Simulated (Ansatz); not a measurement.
# Li4Lu: relaxing a made-up structure, part 2 of 2

Starting from a made-up structure for Li4Lu, the aim is the relaxed cell, its shortest contacts and, where a second run follows, its electronic structure.

Ansatz 0.2.0; DFT, PBE, plane-wave PAW, files of the set soft_1, scalar-relativistic, no spin, cell and ions relaxed at zero pressure; PAW set soft_1 (the session's first sound run).

So far: Starting point; Relaxing cell and atoms. The relaxed cell has a = 7.929, c = 3.426 Å (conventional setting).

## 3. Electronic structure of the relaxed cell

With the geometry fixed, one more self-consistent run, with a narrower smearing and the mesh shown in its input, gives the bands, and its pressure, and its forces where symmetry allows any, show how far the geometry depends on these settings.

This step: DFT, PBE, plane-wave PAW, files of the set soft_1, scalar-relativistic, no spin, bands and density of states at the relaxed cell; PAW set soft_1 (Ansatz 0.2.0).

input.yaml

```yaml
crystal:
  lattice:
    - [-3.964425165, 3.964425165, 1.713116787]
    - [3.964425165, -3.964425165, 1.713116787]
    - [3.964425165, 3.964425165, -1.713116787]
  atoms:
    - { symbol: Lu, position: [0.0, 0.0, 0.0] }
    - { symbol: Li, position: [0.8258303134, 0.3777121729, 0.2035424863] }
    - { symbol: Li, position: [0.6222878271, 0.8258303134, 0.4481181406] }
    - { symbol: Li, position: [0.1741696866, 0.6222878271, 0.7964575137] }
    - { symbol: Li, position: [0.3777121729, 0.1741696866, 0.5518818594] }
kpoints:
  mp_grid: { grid: [10, 10, 10] }
  band_path:
    path:
      - [[0.0, 0.0, 0.0], [0.0, 0.0, 0.5], [-0.5, 0.5, 0.5], [0.0, 0.0, 0.0], [0.29668244, 0.29668244, -0.29668244], [0.25, 0.25, 0.25], [0.0, 0.5, 0.0], [-0.29668244, 0.70331756, 0.29668244], [-0.5, 0.5, 0.5]]
      - [[0.0, 0.0, 0.5], [0.25, 0.25, 0.25]]
    npoints: 8
scf:
  occupations: { method: fermi_dirac, width: 0.03 }
  n_extra_bands: 9
hamiltonian:
  xc: pbe
  pseudopotentials: { kind: paw, azcp: { folder: soft_1 } }
output:
  forces: true
  stress: true
  write_bands: true
  dos: { projected: true }
  write_density: true
  write_potential: true
  elf: true
  volumetric_format: npy
```

Started as:

```bash
> ansatz run input.yaml --threads 4 --pin off --max-ram 8192MiB --backend cpu --events-out ev --progress --plain --runs-dir out
```

Numbers of over 12 decimals in the logs are rounded to 6 here.

Log:

```text
Lu: projections on atomic orbitals take those of the free atom [Kr 4d10] 4f14 5s2 5p6 5d1 6s2, of charge +0.00 (hamiltonian.pseudopotentials.projection_atoms); the dataset's partial waves leave at most 4.6e-5 of an orbital's norm unspanned inside its sphere
[...]
Crystal: 5 atoms, lattice volume = 107.698 Å³
Basis set: ecut = 420 eV, 2121 PW (Γ), exchange–correlation on 80×80×80 points (8 copies of the dense FFT grid, shifted against one another)
Bands: 28, of which v1, the nominal top of the filled ones, is band 19 counted from 1 (18 counted from 0)
Symmetry: 8 space group operations
[...]
k-points: 144 of 1000
[...]
SCF iter   1: F=—  HF=-15552.323580 eV  |F-HF|=—  |Δ(HF+E_count)|=         —  Δρ=2.58e-2  dr2=3.75e0  ethr=3.10e-3  ⟨swp⟩=6.0  Hψ=18902  notcnv=0
[...]
SCF iter  10: F=-15551.344944 eV  HF=-15551.344944 eV  |F-HF|=1.72e-8  |Δ(HF+E_count)|=   8.06e-8  Δρ=5.64e-6  dr2=2.95e-8  ethr=2.70e-10  ⟨swp⟩=16.0  Hψ=36001  notcnv=0
SCF 1 converged in 10 iterations: F = -15551.344944 eV  dr2 = 2.95e-8
[...]
NSCF: frozen V_eff on 74 k-points
SCF converged after 10 iterations
Free energy (F): -15551.344944 eV
[...]
Internal energy: -15551.334818 eV  (E = F + TS)
E sigma→0 (E₀):  -15551.339881 eV
Entropy (-TS):   -0.010126 eV (-2.025 meV/atom)
Fermi energy:    4.505261 eV
[...]
--- Forces (eV/Å), atoms counted from 1 ---
  atom   1  Lu     0.00000000    -0.00000000     0.00000000
  atom   2  Li     0.00573983     0.00198234     0.00000000
  atom   3  Li     0.00198234    -0.00573983    -0.00000000
  atom   4  Li    -0.00573983    -0.00198234     0.00000000
  atom   5  Li    -0.00198234     0.00573983     0.00000000
  max |Σ_I F_I| component: 0.00e0 eV/Å
--- Stress (GPa, compression-positive) ---
        0.051653      -0.000000       0.000000
        0.000000       0.051653      -0.000000
        0.000000       0.000000      -0.285916
  P = ⅓ Tr σ = -0.0609 GPa (-0.609 kbar)
--- Band table (eV; the first three rows and the last of 144) ---
  k-point 0: bands = [... 15 lower, 0.0234, 3.5677, 3.6507, 4.5433, 4.5433, 5.1884, 5.6022, 8.0588, ... 5 higher]
  k-point 1: bands = [... 15 lower, 0.0598, 3.3545, 3.6372, 4.5409, 4.7246, 5.1938, 5.6389, 8.0503, ... 5 higher]
  k-point 2: bands = [... 15 lower, 0.1645, 2.8840, 3.7392, 4.5383, 4.9277, 5.2209, 5.7149, 8.0286, ... 5 higher]
  k-point 143: bands = [... 15 lower, 1.0951, 2.4750, 2.8239, 2.8239, 5.2481, 5.9927, 6.9458, 8.2904, ... 5 higher]
```

Elapsed: 18 s, on 4 threads of Arm Neoverse N1, shared host; peak memory 0.64 GiB; 68 s of CPU time.

In the SCF lines HF is the Harris–Foulkes energy and dr2 the Hartree energy of the density residual, in eV; the loop may stop once dr2 is under the threshold and the program's other checks hold. Hψ counts applications of the Hamiltonian.

This step gave:

```yaml
free_energy: -15551.3449 eV
energy_at_zero_smearing: -15551.3399 eV
smearing_term_ts: 0.01013 eV
fermi_energy: 4.505 eV
pressure: -0.06087 GPa
```

From bands.tsv, the bands that come nearest the Fermi level along the path, at its corners, in eV from the Fermi level:

```tsv
point	band 16	band 17	band 18	band 19	band 20	band 21	band 22	band 23
Γ	-4.48	-0.94	-0.85	0.04	0.04	0.68	1.10	3.55
X	-3.94	-2.59	-0.41	0.21	0.29	0.92	0.96	3.47
M	-3.41	-2.03	-1.68	-1.68	0.74	1.49	2.44	3.79
Γ	-4.48	-0.94	-0.85	0.04	0.04	0.68	1.10	3.55
Z	-1.11	-0.88	-0.88	-0.66	-0.14	1.65	1.65	1.77
P	-1.27	-0.85	-0.85	-0.36	0.91	0.91	1.50	1.78
N	-1.58	-0.66	-0.64	0.04	0.38	0.95	1.62	1.64
Z1	-1.11	-0.88	-0.88	-0.66	-0.14	1.65	1.65	1.77
M	-3.41	-2.03	-1.68	-1.68	0.74	1.49	2.44	3.79
X	-3.94	-2.59	-0.41	0.21	0.29	0.92	0.96	3.47
P	-1.27	-0.85	-0.85	-0.36	0.91	0.91	1.50	1.78
```

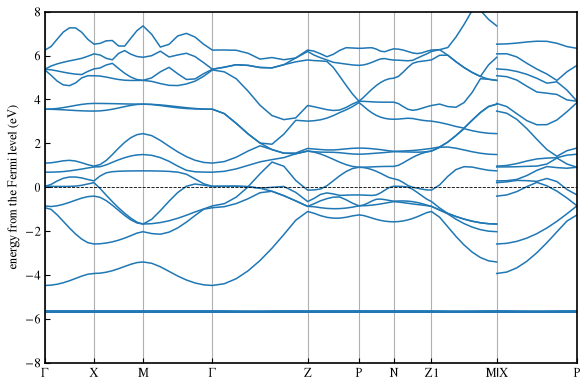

Bands along the path. 8 bands lie wholly below the window drawn.

Counts of states for the cell as run, both spins, by energy window (eV from the Fermi level):

| from | to | total |
| --- | --- | --- |
| -8 | -7 | 0.00 |
| -7 | -6 | 0.00 |
| -6 | -5 | 14.00 |
| -5 | -4 | 0.20 |
| -4 | -3 | 0.84 |
| -3 | -2 | 1.00 |
| -2 | -1 | 1.89 |
| -1 | 0 | 3.07 |
| 0 | 1 | 3.50 |
| 1 | 2 | 4.15 |
| 2 | 3 | 1.68 |
| 3 | 4 | 2.37 |
| 4 | 5 | 1.91 |

Below -8 eV lie 16.0 more states.

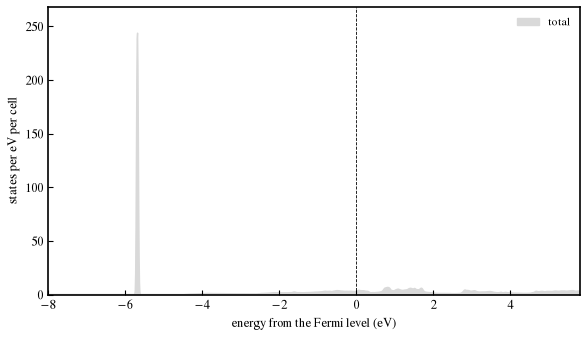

Total density of states, smoothed over about 0.04 eV.

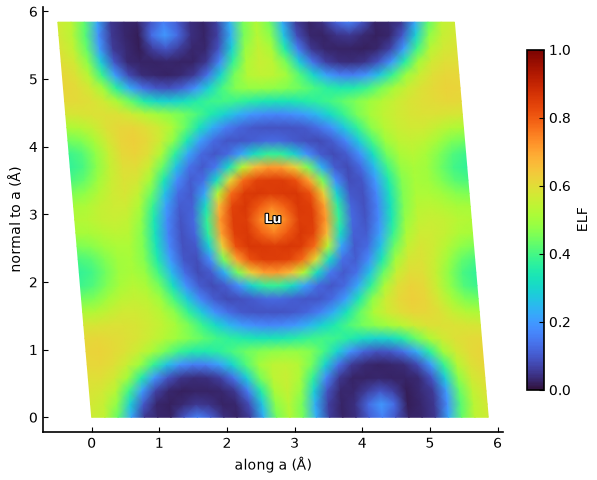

ELF in the ac plane of the cell as run, not the conventional one, at fractional y = 0.000, with atoms of Lu within 0.2 Å of it. It is the smooth field of the valence electrons, not physical close to the nuclei. The map starts off the cell's origin, so that atoms lie inside it.

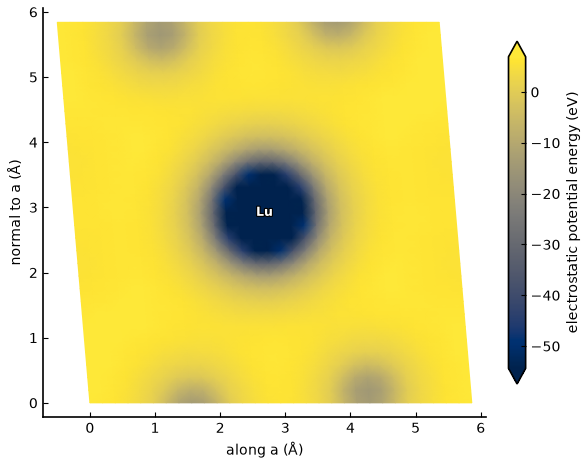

Electrostatic potential energy in the ac plane of the cell as run, not the conventional one, at fractional y = 0.000, with atoms of Lu within 0.2 Å of it. With pseudopotentials it is smooth inside the atoms' cores, unlike the true potential. The map starts off the cell's origin, so that atoms lie inside it.

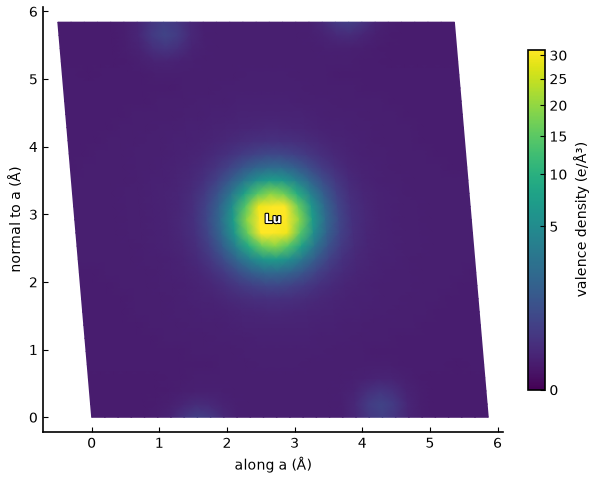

Valence density in the ac plane of the cell as run, not the conventional one, at fractional y = 0.000, with atoms of Lu within 0.2 Å of it. It is the smooth field of the valence electrons, not physical close to the nuclei. The map starts off the cell's origin, so that atoms lie inside it. The colour scale is stretched toward low values.

## 4. Summary of results

- space group, relaxed: I4/m
- conventional cell: a = 7.929, b = 7.929, c = 3.426 Å; α = 90.0°, β = 90.0°, γ = 90.0°
- volume per atom: 21.54 Å³ (guess 18.81)

Li4Lu relaxes to I4/m with a = 7.929, b = 7.929 and c = 3.426 Å. The guessed volume was 13 % too small. The space group I4/m was held in the relaxation, so the end point is a stationary structure within it and may be a saddle against distortions or other arrangements. Bands cross the Fermi level, so it is a metal or semimetal at this level. The electron count is odd, which forces that without spin polarisation or a larger cell. On the 10×10×10 mesh with the narrower smearing (relaxed on 7×7×7) the largest force component is 0.006 eV/Å and the largest stress component is 0.286 GPa, against the relaxation's thresholds of 0.015 eV/Å and 0.05 GPa. The cutoff wasn't tested. A vector of the cell changed its length by 14 %, more than the volume shows. Spin-orbit coupling is left out, which can matter for elements this heavy. No dispersion term is used, so weakly bound directions may come out too long. Nothing here tests whether the compound is stable against decomposition.

[Logs are printed without paths, hosts, clocks, repeated set-up lines and the standing remarks that a program may print on its own settings, such as how far it seeks lower states.]

[Hosts, paths, dates, database ids (printed as entryN), source tags and the programs' standing remarks are cut or masked in the printed files.]
